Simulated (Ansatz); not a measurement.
# NdAg: a single-point run

Aim: a sound single-point run of NdAg. The structure is shown as the input types it.

Program: Ansatz 0.2.0. Level of theory: DFT, r2SCAN+U, all-electron LAPW, scalar-relativistic. These are calculated values, not measurements.

### Step 1. The system as given

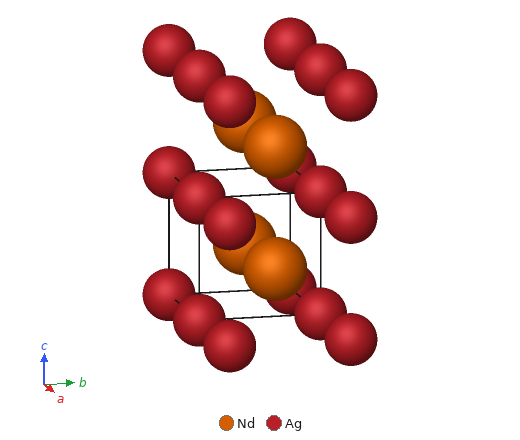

The starting structure, seen slightly off an axis (neodymium orange, silver red). 2×1×2 cells are drawn. Atoms on the faces are drawn again on the opposite ones.

As a file:

```xyz
2
Lattice="3.7110 0.0000 0.0000 0.0000 3.7110 0.0000 0.0000 0.0000 3.7110" Properties=species:S:1:pos:R:3 pbc="T T T"
Nd    1.8555    1.8555    1.8555
Ag    0.0000    0.0000    0.0000
```

### Step 2. The calculation

input.yaml

```yaml
crystal:
  lattice:
    - [3.711, 0.0, 0.0]
    - [0.0, 3.711, 0.0]
    - [0.0, 0.0, 3.711]
  atoms:
    - { symbol: Nd, position: [0.5, 0.5, 0.5], spin: 3.0 }
    - { symbol: Ag, position: [0.0, 0.0, 0.0] }
magnetization:
  spin_polarized: true
kpoints:
  mp_grid: { grid: [9, 9, 9] }
scf:
  occupations: { method: fermi_dirac, width: 0.03 }
hamiltonian:
  xc: r2scan
  pseudopotentials: { kind: all_electron, lapw: { basis_error: 0.001 } }
  hubbard: { sites: [{ species: Nd, l: f, u_eff: 1.5 }] }
output:
  forces: true
  stress: true
  eigenvalues: true
  hubbard: { sites: [{ species: Nd, l: f }, { species: Ag, l: d }] }
  populations: true
```

Run with:

```sh
$ ansatz run input.yaml --threads 1 --pin off --max-ram 3072MiB --backend cpu --events-out ev --progress --plain --runs-dir out
```

What it wrote:

```text
Nd: projections on atomic orbitals take those of the free atom 1s2 2s2 2p6 3s2 3p6 3d10 4s2 4p6 4d10 4f4 5s2 5p6 5d0 6s2, of charge +0.00 (hamiltonian.pseudopotentials.projection_atoms)
Ag: projections on atomic orbitals take those of the free atom 1s2 2s2 2p6 3s2 3p6 3d10 4s2 4p6 4d10 5s1, of charge +0.00 (hamiltonian.pseudopotentials.projection_atoms)
LAPW: plane waves up to 7.094 Å⁻¹, error target 1.0e-3 eV per atom; small_component_spin mean_spin; Ag in spheres of 1.591 Å, 19 of its electrons in bands, Dirac shells []; Nd in spheres of 1.623 Å, 30 of its electrons in bands, Dirac shells []
band count auto-derived: 33 (N_el = 49.0; filled up to band 25; 32 by the electrons, moments and atoms)
Engine: ansatz 0.2.0
Pseudopotentials: kind: all_electron
Pseudopotential: Nd, LAPW, valence charge 30, Koelling and Harmon's equation, gaussian nucleus
Pseudopotential: Ag, LAPW, valence charge 19, Koelling and Harmon's equation, gaussian nucleus
Functional definition: r2SCAN
  parameter k0 = 0.174
  parameter k1 = 0.065
  parameter a1 = 4.9479
  exchange = r2scan_x(k0 = k0, k1 = k1, a1 = a1)
  correlation = r2scan_c
Crystal: 2 atoms, lattice volume = 51.106 Å³
Basis set: ecut = 191.71934164853775 eV, 305 PW (Γ), exchange–correlation at level 3
Bands: 33, of which v1, the nominal top of the filled ones, is band 25 counted from 1 (24 counted from 0)
Symmetry: 48 space group operations
Space group: Pm-3m (ITA 221), of the structure as read, at distance tolerance 3.7e-5 Å
Magnetic group: BNS 221.92 (UNI 1594), of the structure as read, at distance tolerance 3.7e-5 Å
k-points: 35 of 729
Non-local potential: Nd, projectors of the file, none
Non-local potential: Ag, projectors of the file, none
Initial density: superposition of atomic densities (chi_scale 0.1, normalization cell, long waves kept (reshape's long-wave potential 0.00 eV rms))
Starting moments: Σ|m| = 3 μB on 1 of 2 sites
Initial wavefunctions: plane waves of lowest kinetic energy (no species holds an atomic orbital)
Functional: x = r2scan, c = r2scan; τ floored in thin density (d = 2e-4 eV/Å³)
iter 1 solved again at ethr=7.72e-3 eV; its pass at ethr=1.00e-1 eV (dr2=3.78e0 eV) is discarded
SCF iter   1: F=—  HF=-406581.004454 eV  |F-HF|=—  |Δ(HF+E_count)|=         —  Δρ=5.79e-2 (↑5.79e-2 ↓2.13e-2)  dr2=3.78e0  dr2_τ=2.01e1  dr2_m=5.31e-1  M=5.025 μB ∫|m|=5.194 μB  β_m=1.00  ethr=7.72e-3  ⟨swp⟩=2.0  Hψ=14556  notcnv=0
preconditioner: auto → Kerker (q_TF=auto, 2.709 Å⁻¹)  [metal: Δε(μ)=0.001 eV  Ē_g=8.547 eV  σ=0.030 eV  W_gap=0.01  n_scr=18 (ndim 8)  ℏωp=24.9 eV  f_vac=0.000  D(μ)=26.20/eV (n_scr^D=750)]
spin=Collinear: Kerker preconditioning applied to the charge; magnetization (m = ρ↑ − ρ↓) channel mixes plain (no charge-response kernel on spin).
SCF iter   2: F=—  HF=-406591.506731 eV  |F-HF|=—  |Δ(HF+E_count)|=    1.05e1  Δρ=1.13e-1 (↑1.13e-1 ↓4.47e-2)  dr2=9.12e0  dr2_τ=7.67e1  dr2_m=2.51e0  M=0.715 μB ∫|m|=0.731 μB  β_m=0.30  ethr=7.72e-3  ⟨swp⟩=3.0  Hψ=7505  notcnv=0  κ⁻¹=1.0e0(r=1)
SCF iter   3: F=—  HF=-406579.017803 eV  |F-HF|=—  |Δ(HF+E_count)|=    1.25e1  Δρ=2.10e-2 (↑2.10e-2 ↓6.92e-3)  dr2=4.99e-1  dr2_τ=2.76e0  dr2_m=6.65e-2  M=3.132 μB ∫|m|=3.149 μB  β_m=0.30  ethr=7.72e-3  ⟨swp⟩=2.6  Hψ=7063  notcnv=0  κ⁻¹=2.7e-3(r=2)
SCF iter   4: F=—  HF=-406579.143377 eV  |F-HF|=—  |Δ(HF+E_count)|=   1.26e-1  Δρ=1.35e-2 (↑1.35e-2 ↓7.35e-3)  dr2=9.83e-2  dr2_τ=8.35e-1  dr2_m=3.95e-2  M=4.254 μB ∫|m|=4.261 μB  β_m=1.00  ethr=1.02e-3  ⟨swp⟩=2.0  Hψ=7490  notcnv=0  κ⁻¹=1.8e-4(r=3)
SCF iter   5: F=—  HF=-406580.129933 eV  |F-HF|=—  |Δ(HF+E_count)|=         —  Δρ=5.53e-3 (↑4.42e-3 ↓5.53e-3)  dr2=5.54e-2  dr2_τ=2.52e-1  dr2_m=8.68e-4  M=4.259 μB ∫|m|=4.266 μB  β_m=0.30  ethr=2.01e-4  ⟨swp⟩=2.1  Hψ=7483  notcnv=0  κ⁻¹=1.4e-5(r=4)
the basis was enlarged: its passes take 19.2 MiB over the memory plan, 2 of 2 planned eigensolver slots
SCF iter   6: F=—  HF=-406580.667402 eV  |F-HF|=—  |Δ(HF+E_count)|=   5.37e-1  Δρ=2.06e-2 (↑2.06e-2 ↓1.08e-2)  dr2=3.14e-1  dr2_τ=1.90e0  dr2_m=9.53e-2  M=3.263 μB ∫|m|=3.294 μB  β_m=0.30  ethr=1.13e-4  ⟨swp⟩=2.5  Hψ=7531  notcnv=0  κ⁻¹=2.5e-6(r=5)
SCF iter   7: F=—  HF=-406581.728977 eV  |F-HF|=—  |Δ(HF+E_count)|=    1.06e0  Δρ=2.01e-2 (↑2.01e-2 ↓8.60e-3)  dr2=4.79e-1  dr2_τ=1.75e0  dr2_m=6.55e-2  M=3.134 μB ∫|m|=3.165 μB  β_m=0.30  ethr=1.13e-4  ⟨swp⟩=2.1  Hψ=7399  notcnv=0  κ⁻¹=1.5e-6(r=6)
SCF iter   8: F=—  HF=-406582.344249 eV  |F-HF|=—  |Δ(HF+E_count)|=   6.15e-1  Δρ=1.94e-2 (↑1.94e-2 ↓7.63e-3)  dr2=6.26e-1  dr2_τ=1.85e0  dr2_m=4.14e-2  M=3.089 μB ∫|m|=3.108 μB  β_m=0.30  ethr=1.13e-4  ⟨swp⟩=2.0  Hψ=7298  notcnv=0  κ⁻¹=1.4e-6(r=7)
SCF iter   9: F=—  HF=-406582.265301 eV  |F-HF|=—  |Δ(HF+E_count)|=   7.89e-2  Δρ=1.54e-2 (↑1.54e-2 ↓7.30e-3)  dr2=5.18e-1  dr2_τ=1.15e0  dr2_m=1.75e-2  M=3.099 μB ∫|m|=3.122 μB  β_m=1.00  ethr=1.13e-4  ⟨swp⟩=2.0  Hψ=7183  notcnv=0  κ⁻¹=5.2e-7(r=8)
[... 11 lines left out ...]
spin-set hold released at iteration 19 (site moments' squared step at or under half its running peak, from the soft ceiling on): the magnetisation degrees of freedom join the quasi-Newton model from the next iteration; the mixer history was flushed
[... 12 lines left out ...]
SCF iter  31: F=—  HF=-406581.602760 eV  |F-HF|=—  |Δ(HF+E_count)|=   1.32e-3  Δρ=8.31e-4 (↑8.31e-4 ↓4.92e-4)  dr2=5.39e-4  dr2_τ=2.28e-3  dr2_m=1.70e-4  M=3.181 μB ∫|m|=3.236 μB  β_m=1.20  ethr=5.85e-6  ⟨swp⟩=2.0  Hψ=6938  notcnv=0  κ⁻¹=1.6e-7(r=8)
SCF iter  32: F=—  HF=-406581.602594 eV  |F-HF|=—  |Δ(HF+E_count)|=   1.65e-4  Δρ=2.70e-4 (↑2.70e-4 ↓1.70e-4)  dr2=6.35e-5  dr2_τ=1.87e-4  dr2_m=1.83e-5  M=3.189 μB ∫|m|=3.243 μB  β_m=1.20  ethr=1.10e-6  ⟨swp⟩=2.8  Hψ=7058  notcnv=0  κ⁻¹=1.2e-7(r=8)
SCF iter  33: F=—  HF=-406581.602606 eV  |F-HF|=—  |Δ(HF+E_count)|=   1.13e-5  Δρ=4.32e-5 (↑4.19e-5 ↓4.32e-5)  dr2=3.43e-6  dr2_τ=2.35e-6  dr2_m=1.46e-7  M=3.191 μB ∫|m|=3.244 μB  β_m=1.20  ethr=1.30e-7  ⟨swp⟩=3.0  Hψ=7350  notcnv=0  κ⁻¹=2.9e-6(r=8)
SCF iter  34: F=—  HF=-406581.602607 eV  |F-HF|=—  |Δ(HF+E_count)|=   1.21e-6  Δρ=3.89e-5 (↑3.89e-5 ↓3.65e-5)  dr2=1.81e-6  dr2_τ=1.61e-7  dr2_m=3.57e-7  M=3.190 μB ∫|m|=3.244 μB  β_m=1.20  ethr=7.01e-9  ⟨swp⟩=3.0  Hψ=7256  notcnv=0  κ⁻¹=1.5e-6(r=8)
SCF iter  35: F=—  HF=-406581.602611 eV  |F-HF|=—  |Δ(HF+E_count)|=   3.88e-6  Δρ=3.34e-5 (↑3.34e-5 ↓2.59e-5)  dr2=1.44e-6  dr2_τ=3.60e-6  dr2_m=2.54e-7  M=3.188 μB ∫|m|=3.242 μB  β_m=1.20  ethr=3.68e-9  ⟨swp⟩=3.0  Hψ=7320  notcnv=0  κ⁻¹=1.1e-6(r=8)
SCF iter  36: F=—  HF=-406581.602612 eV  |F-HF|=—  |Δ(HF+E_count)|=   1.51e-6  Δρ=5.92e-5 (↑5.92e-5 ↓3.21e-5)  dr2=2.98e-6  dr2_τ=1.15e-5  dr2_m=7.31e-7  M=3.189 μB ∫|m|=3.243 μB  β_m=1.20  ethr=2.95e-9  ⟨swp⟩=3.0  Hψ=7255  notcnv=0  κ⁻¹=9.7e-7(r=8)
SCF iter  37: F=—  HF=-406581.602611 eV  |F-HF|=—  |Δ(HF+E_count)|=   1.37e-6  Δρ=1.15e-5 (↑1.15e-5 ↓1.01e-5)  dr2=7.23e-8  dr2_τ=2.18e-8  dr2_m=4.62e-8  M=3.189 μB ∫|m|=3.243 μB  β_m=1.20  ethr=2.95e-9  ⟨swp⟩=3.0  Hψ=7162  notcnv=0  κ⁻¹=9.5e-7(r=8)
iter 38 did not close the SCF: its close was put off for a basis of augmented plane waves that was refined there (scf_convergence_deferred on its scf_iter line)
SCF iter  38: F=-406581.602611 eV  HF=-406581.602611 eV  |F-HF|=1.81e-8  |Δ(HF+E_count)|=   3.17e-7  Δρ=3.08e-6 (↑3.08e-6 ↓2.54e-6)  dr2=1.01e-8  dr2_τ=1.13e-8  dr2_m=8.47e-10  M=3.188 μB ∫|m|=3.242 μB  β_m=1.20  ethr=1.48e-10  ⟨swp⟩=3.2  Hψ=7820  notcnv=0  κ⁻¹=1.1e-7(r=8)
SCF iter  39: F=—  HF=-406581.602691 eV  |F-HF|=—  |Δ(HF+E_count)|=         —  Δρ=1.46e-6 (↑1.46e-6 ↓1.43e-6)  dr2=3.24e-9  dr2_τ=1.36e-10  dr2_m=4.23e-11  M=3.188 μB ∫|m|=3.242 μB  β_m=1.20  ethr=2.07e-11  ⟨swp⟩=3.0  Hψ=7114  notcnv=0  κ⁻¹=1.1e-7(r=8)
the basis was enlarged: its passes take 65.1 MiB over the memory plan, 2 of 2 planned eigensolver slots
```

It took 2.4 min on 1 thread of Arm Neoverse V1, shared host.

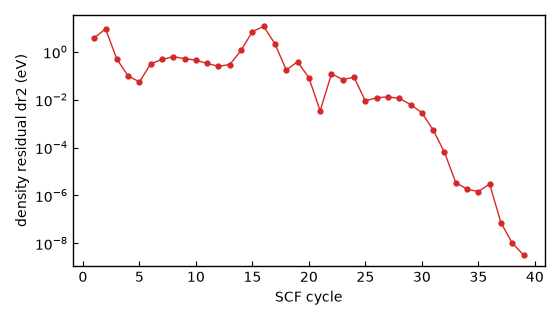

Residual by cycle.

### Step 3. What went wrong

The job was cancelled at its limit on wall time. What it printed up to there is unfinished.

The size of the job: 2 atoms, 33 bands, 39 SCF cycles over all loops.

Fix: allow more time or more cores.

### Step 4. What came out

| quantity | value |
| --- | --- |
| ending | out of time, 39 SCF cycles |
| cause | time limit |

In words: No usable result came of this input.
